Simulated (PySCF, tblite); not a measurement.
# C3H7F3N+: dynamics, then NMR shifts on frames, part 1 of 2

How do NMR shifts of C3H7F3N+ (`C[C@H]([NH3+])C(F)(F)F`) change as the atoms move?

Programs: tblite 0.8.0 and PySCF 2.14.0, with density-fitted response routines of our own. Each step states its level of theory. These are calculated values for one molecule in the gas phase, unless marked as measured. Atoms count from 0, in the outputs and in this text.

## Step 1: Starting geometry

14 atoms, charge 1, multiplicity 1; geometry from: GFN2-xTB.

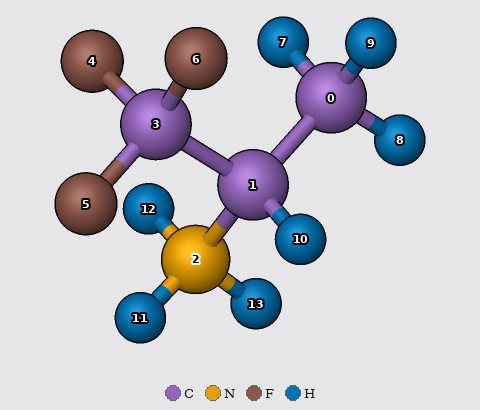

The starting geometry (carbon purple, nitrogen amber, fluorine brown, hydrogen blue), atoms numbered; sticks join atoms by distance.

## Step 2: Dynamics with GFN2-xTB

Job settings and geometry (Å):

```
{"job": {"kind": "md", "xc": "GFN2-xTB", "basis": "xTB", "temperature": 300, "steps": 2000, "every": 50, "frames": 5}, "charge": 1, "multiplicity": 1}
C     -1.323143    -0.390771     0.510623
C      0.068623     0.203617     0.393307
N      0.116534     1.225406    -0.704019
C      1.108501    -0.885048     0.031352
F      0.790629    -1.434630    -1.145751
F      2.312014    -0.316228    -0.119977
F      1.183651    -1.823862     0.946977
H     -1.624982    -0.876304    -0.415546
H     -2.051180     0.372254     0.773118
H     -1.336060    -1.142635     1.297439
H      0.387321     0.670575     1.332185
H      1.065726     1.619380    -0.812291
H     -0.155163     0.785520    -1.599716
H     -0.543146     1.992252    -0.509867
```

Method: GFN2-xTB Langevin dynamics, gas phase.

Run with:

```
OMP_NUM_THREADS=1 python probes_run.py task.json out
```

This one command runs all jobs of the session in turn.

Output:

```text
t/fs     T/K      E/eV
    0.0   232.4   -725.50092
   25.0   159.9   -725.23315
   50.0   153.9   -725.13391
   75.0   231.7   -725.29461
  100.0   160.6   -725.11699
  125.0   199.6   -725.07169
  150.0   220.2   -725.11575
  175.0   201.7   -725.19831
  200.0   273.1   -725.12529
  225.0   314.5   -725.09110
  250.0   284.0   -724.96157
  275.0   327.3   -724.96545
  300.0   343.1   -724.96268
  325.0   293.1   -724.99899
  350.0   373.0   -725.04116
  375.0   492.5   -725.04602
  400.0   312.9   -724.93010
  425.0   402.0   -725.01436
  450.0   353.4   -725.05389
  475.0   316.2   -725.02767
  500.0   367.6   -725.06805
  525.0   360.8   -725.01006
  550.0   238.7   -724.78343
  575.0   242.8   -724.71059
  600.0   303.5   -725.02910
  625.0   253.7   -725.06981
  650.0   275.8   -725.05285
  675.0   273.1   -725.14922
  700.0   280.1   -725.15034
  725.0   255.6   -724.98812
  750.0   290.2   -724.92809
  775.0   271.7   -725.02159
  800.0   310.4   -724.96123
  825.0   250.1   -725.07335
  850.0   182.0   -725.06615
  875.0   284.3   -725.24249
  900.0   279.5   -725.22170
  925.0   209.9   -725.07282
  950.0   260.2   -725.09820
  975.0   234.5   -725.07476
 1000.0   187.8   -724.97125
```

Wall time 7 s (1 thread of Arm Neoverse V2, shared host); peak memory 0.19 GiB.

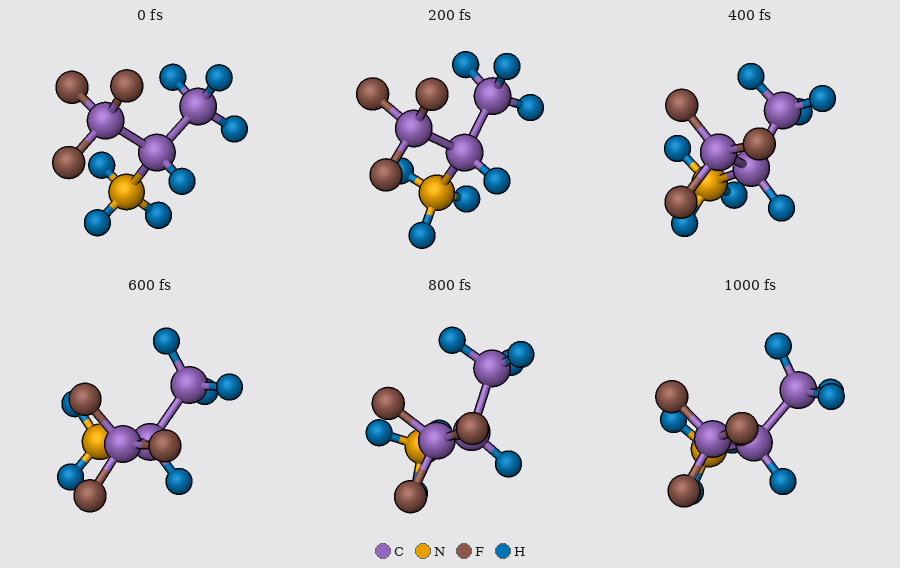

Frames of the run.

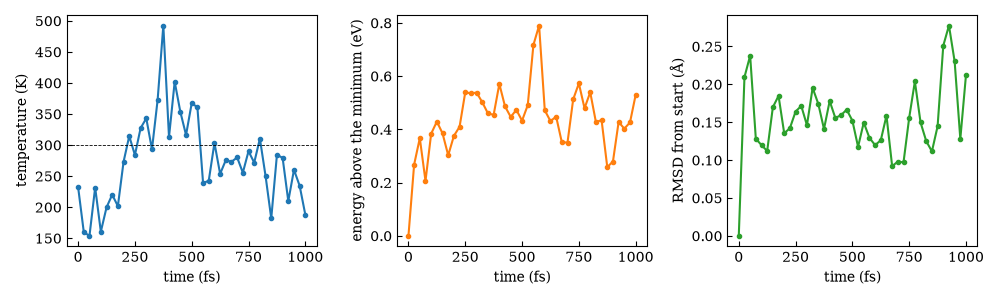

Temperature, potential energy and distance from the start.

Positions (Å) and forces (eV/Å) at 1000 fs:

```xyz
14

C    -0.927   -1.334    1.114   -0.458    0.554    2.408
C     0.128   -0.417    0.524    1.038   -0.568    1.043
N     0.073   -0.094   -0.949   -2.266    0.510    0.531
C     1.567   -1.039    0.720   -0.959    0.232    0.321
F     1.712   -1.998   -0.164    0.285   -0.907   -0.664
F     2.470   -0.119    0.473    0.670    0.816   -0.453
F     1.808   -1.498    1.921   -0.293   -0.260    0.417
H    -0.931   -2.330    0.729    0.072   -0.483   -0.206
H    -1.951   -0.910    1.064    0.696   -0.180   -0.200
H    -0.716   -1.382    2.305   -0.351   -0.093   -2.669
H     0.147    0.419    1.229   -0.107    0.744   -0.769
H     0.649    0.721   -1.168    0.078    0.384   -0.002
H     0.415   -0.854   -1.538    0.082   -0.588   -0.073
H    -0.958    0.093   -1.222    1.513   -0.160    0.316
```

## Step 3: NMR shieldings: 250 fs, PBE0/pcSseg-1

Job settings and geometry (Å):

```
{"job": {"kind": "nmr", "xc": "PBE0", "basis": "pcSseg-1", "pop": false}, "charge": 1, "multiplicity": 1}
C     -1.315000    -1.161300     0.301500
C     -0.084700    -0.351700     0.365900
N     -0.073500     0.771300    -0.608800
C      1.167600    -1.228600     0.142600
F      1.140800    -1.867800    -0.978400
F      2.351700    -0.482600    -0.052300
F      1.291300    -2.038000     1.182900
H     -1.497400    -1.533100    -0.712900
H     -2.119000    -0.479000     0.551500
H     -1.153000    -2.024800     0.925700
H     -0.008400     0.080900     1.383400
H      0.875500     1.146900    -0.501500
H     -0.217100     0.563600    -1.602700
H     -0.698100     1.429000    -0.246700
```

Level: GIAO PBE0/pcSseg-1 NMR shielding, non-relativistic, gas phase.

Output:

```text
coarse grid: 11920 points
cycle   1  E = -471.8103685909  dE =  1.408e+00  |g| = 9.206e-01  |ddm| = 3.069e+00
cycle   2  E = -471.6588925394  dE =  1.515e-01  |g| = 1.402e+00  |ddm| = 1.395e+00
cycle   3  E = -471.9639317655  dE = -3.050e-01  |g| = 7.833e-02  |ddm| = 7.648e-01
cycle   4  E = -471.9646409009  dE = -7.091e-04  |g| = 5.276e-02  |ddm| = 9.771e-02
cycle   5  E = -471.9651204595  dE = -4.796e-04  |g| = 9.522e-03  |ddm| = 3.630e-02
cycle   6  E = -471.9651319244  dE = -1.146e-05  |g| = 3.286e-03  |ddm| = 6.988e-03
cycle   7  E = -471.9651337030  dE = -1.779e-06  |g| = 5.518e-04  |ddm| = 2.259e-03
final grid: 117032 points
cycle   8  E = -472.0214642094  dE = -5.358e-05  |g| = 7.890e-03  |ddm| = 2.656e-02
cycle   9  E = -472.0214582192  dE =  5.990e-06  |g| = 9.977e-03  |ddm| = 1.182e-02
cycle  10  E = -472.0214778520  dE = -1.963e-05  |g| = 1.062e-03  |ddm| = 6.308e-03
cycle  11  E = -472.0214780084  dE = -1.563e-07  |g| = 2.855e-04  |ddm| = 7.784e-04
cycle  12  E = -472.0214780203  dE = -1.194e-08  |g| = 8.544e-05  |ddm| = 1.722e-04
cycle  13  E = -472.0214780215  dE = -1.151e-09  |g| = 2.150e-05  |ddm| = 6.650e-05
cycle  14  E = -472.0214780215  dE = -6.457e-11  |g| = 7.299e-06  |ddm| = 1.528e-05
converged SCF energy = -472.0214780215

GIAO shielding tensors (ppm)
atom      isotropic    diamagn.    paramagn.     s11        s22        s33       span
  0 C      174.283     247.110     -72.827    163.259    171.113    188.476     25.217
  1 C      126.769     251.844    -125.075    109.422    125.425    145.460     36.038
  2 N      213.030     320.580    -107.550    200.177    210.944    227.969     27.791
  3 C       52.812     244.005    -191.193     40.804     53.668     63.964     23.160
  4 F      271.127     471.993    -200.866    202.924    302.106    308.351    105.427
  5 F      229.275     474.740    -245.466    100.471    222.809    364.543    264.072
  6 F      254.657     470.222    -215.565    177.499    259.428    327.043    149.544
  7 H       29.780      28.479       1.302     25.709     28.028     35.604      9.895
  8 H       29.850      28.204       1.646     24.942     27.416     37.192     12.250
  9 H       29.207      27.266       1.941     23.695     28.074     35.853     12.158
 10 H       27.238      31.100      -3.861     24.637     25.787     31.291      6.654
 11 H       25.731      29.776      -4.045     17.826     24.326     35.041     17.215
 12 H       26.783      29.200      -2.417     21.223     22.820     36.306     15.083
 13 H       28.362      31.664      -3.302     21.196     24.271     39.618     18.421
```

Run time: 17 s. Hardware: 1 thread of Arm Neoverse V2, shared host; peak memory 0.82 GiB.

Shifts follow as δ = σ(reference) − σ, with reference shieldings (ppm) from runs at the same level and on the same kind of geometry: 1H TMS 31.72, 13C TMS 186.9, 19F CFCl3 170.9, 15N NH3 267.7. The references are single molecules in the gas phase, so shifts against H2O, NH3, PH3, H3PO4 or CFCl3 are not on the usual liquid scales and can be off by tens of ppm. Each atom is listed at this fixed geometry, with no averaging over motion; a spectrum would average atoms that exchange fast.

```
atoms                        environment  σ (ppm)  δ (ppm)
   C3                         CF3 carbon     52.8    134.1
   C1                 sp3 CH bonded to N    126.8     60.2
   C0                      methyl carbon    174.3     12.6
  H11   hydrogen on an ammonium nitrogen    25.73     5.99
  H12   hydrogen on an ammonium nitrogen    26.78     4.93
  H10  hydrogen on an sp3 CH bonded to N    27.24     4.48
  H13   hydrogen on an ammonium nitrogen    28.36     3.36
   H9        hydrogen on a methyl carbon    29.21     2.51
   H7        hydrogen on a methyl carbon    29.78     1.94
   H8        hydrogen on a methyl carbon    29.85     1.87
   N2                  ammonium nitrogen    213.0     54.7
   F5            fluorine of a CF3 group    229.3    -58.3
   F6            fluorine of a CF3 group    254.7    -83.7
   F4            fluorine of a CF3 group    271.1   -100.2
```

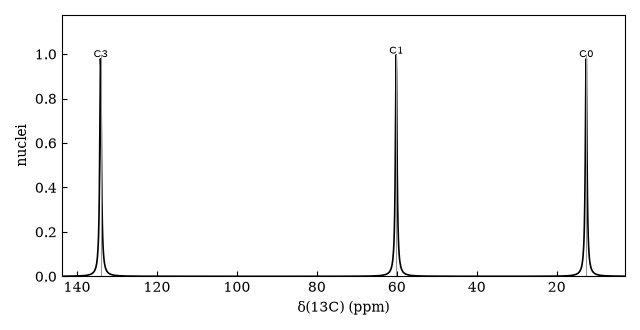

13C lines at the computed shifts, without couplings. Lines are broadened to a width of 0.49 ppm (Lorentzian).

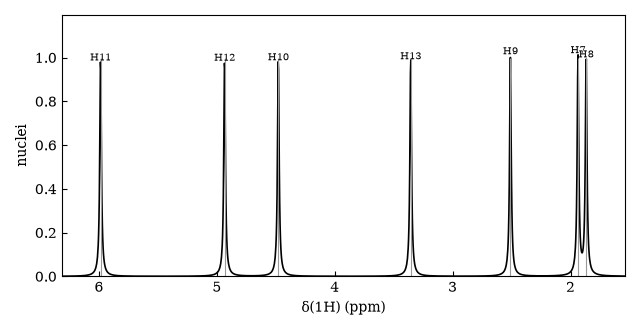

1H lines at the computed shifts, without couplings. Lines are broadened to a width of 0.02 ppm (Lorentzian).

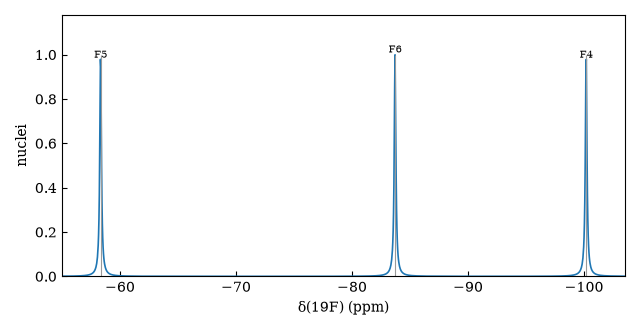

19F lines at the computed shifts, without couplings. Lines are broadened to a width of 0.17 ppm (Lorentzian).

## Step 4: Nuclear shieldings: 425 fs, PBE0/pcSseg-1

Job settings and geometry (Å):

```
{"job": {"kind": "nmr", "xc": "PBE0", "basis": "pcSseg-1", "pop": false}, "charge": 1, "multiplicity": 1}
C     -1.217600    -1.432300     0.190700
C      0.019000    -0.511100     0.138000
N      0.172000     0.036000    -1.313200
C      1.376100    -1.162300     0.398200
F      1.536800    -2.323100    -0.242500
F      2.476600    -0.507000     0.130800
F      1.327500    -1.387400     1.670700
H     -1.125600    -2.335400    -0.384600
H     -2.107200    -0.830700    -0.104000
H     -1.441400    -1.702200     1.204300
H     -0.061300     0.359500     0.815600
H      1.028900     0.582600    -1.449600
H      0.040000    -0.689500    -2.000800
H     -0.610100     0.759800    -1.482400
```

Level: GIAO PBE0/pcSseg-1 NMR shielding, non-relativistic, gas phase.

Output:

```text
coarse grid: 11920 points
cycle   1  E = -471.8254140633  dE =  1.325e+00  |g| = 8.987e-01  |ddm| = 3.044e+00
cycle   2  E = -471.7058431273  dE =  1.196e-01  |g| = 1.308e+00  |ddm| = 1.293e+00
cycle   3  E = -471.9695176633  dE = -2.637e-01  |g| = 5.508e-02  |ddm| = 6.940e-01
cycle   4  E = -471.9699291768  dE = -4.115e-04  |g| = 3.049e-02  |ddm| = 6.464e-02
cycle   5  E = -471.9701104294  dE = -1.813e-04  |g| = 6.981e-03  |ddm| = 2.383e-02
cycle   6  E = -471.9701191353  dE = -8.706e-06  |g| = 1.856e-03  |ddm| = 5.176e-03
final grid: 117032 points
cycle   7  E = -472.0260788981  dE = -5.199e-05  |g| = 7.525e-03  |ddm| = 2.473e-02
cycle   8  E = -472.0260734983  dE =  5.400e-06  |g| = 9.617e-03  |ddm| = 1.080e-02
cycle   9  E = -472.0260907808  dE = -1.728e-05  |g| = 8.755e-04  |ddm| = 5.750e-03
cycle  10  E = -472.0260908951  dE = -1.143e-07  |g| = 2.352e-04  |ddm| = 6.306e-04
cycle  11  E = -472.0260909043  dE = -9.261e-09  |g| = 6.135e-05  |ddm| = 1.764e-04
cycle  12  E = -472.0260909050  dE = -6.401e-10  |g| = 1.919e-05  |ddm| = 5.413e-05
converged SCF energy = -472.0260909050

GIAO shielding tensors (ppm)
atom      isotropic    diamagn.    paramagn.     s11        s22        s33       span
  0 C      170.372     245.712     -75.340    155.175    164.591    191.349     36.174
  1 C      119.153     249.645    -130.491     94.392    118.637    144.430     50.038
  2 N      200.076     320.939    -120.863    180.279    195.188    224.760     44.481
  3 C       61.961     241.321    -179.360     49.244     61.412     75.227     25.982
  4 F      265.919     471.450    -205.531    182.436    268.515    346.807    164.371
  5 F      270.155     471.873    -201.718    198.564    273.542    338.360    139.796
  6 F      262.590     470.849    -208.258    189.232    282.651    315.888    126.656
  7 H       29.626      28.047       1.579     25.104     28.018     35.757     10.653
  8 H       29.217      28.016       1.202     24.488     26.787     36.378     11.890
  9 H       29.247      27.441       1.806     24.308     26.679     36.755     12.447
 10 H       26.997      31.165      -4.169     24.515     25.647     30.828      6.312
 11 H       26.357      29.431      -3.074     19.001     24.090     35.980     16.979
 12 H       27.423      29.384      -1.961     22.135     24.178     35.956     13.821
 13 H       25.515      28.066      -2.551     19.658     21.245     35.642     15.984
```

It took 16 s on 1 thread of Arm Neoverse V2, shared host; peak memory 0.72 GiB.

Key values: δ C3 125.0, C1 67.8, C0 16.6, N2 67.7, H13 6.20, H11 5.36 ppm.

(Continued in part 2 of 2.)
